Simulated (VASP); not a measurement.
Band structure of SiC (zinc blende). All values below come from PBE0 hybrid, VASP's PBE PAW potentials (set 64) (plane waves; VASP).

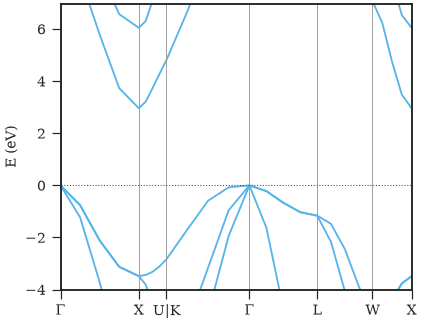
Figure: Bands along high-symmetry lines, zero at the valence-band maximum or, without a gap, the Fermi level

**Question.** Read the plot: is there a gap, and where are the band edges?

**Answer.** The gap is indirect, 2.96 eV, from the valence maximum at Γ to the conduction minimum at X.

Measured: gap 2.53 eV (computed value off by +0.43 eV), as given by Wei Chen et al., Physical Review Materials (2018), doi:10.1103/physrevmaterials.2.073803 [zero-point renormalisation of 0.11 eV added back (the table's ZPR column)].

The compound is SiC in the zinc blende structure. It was relaxed first. The cell's shape comes from a PBE relaxation.
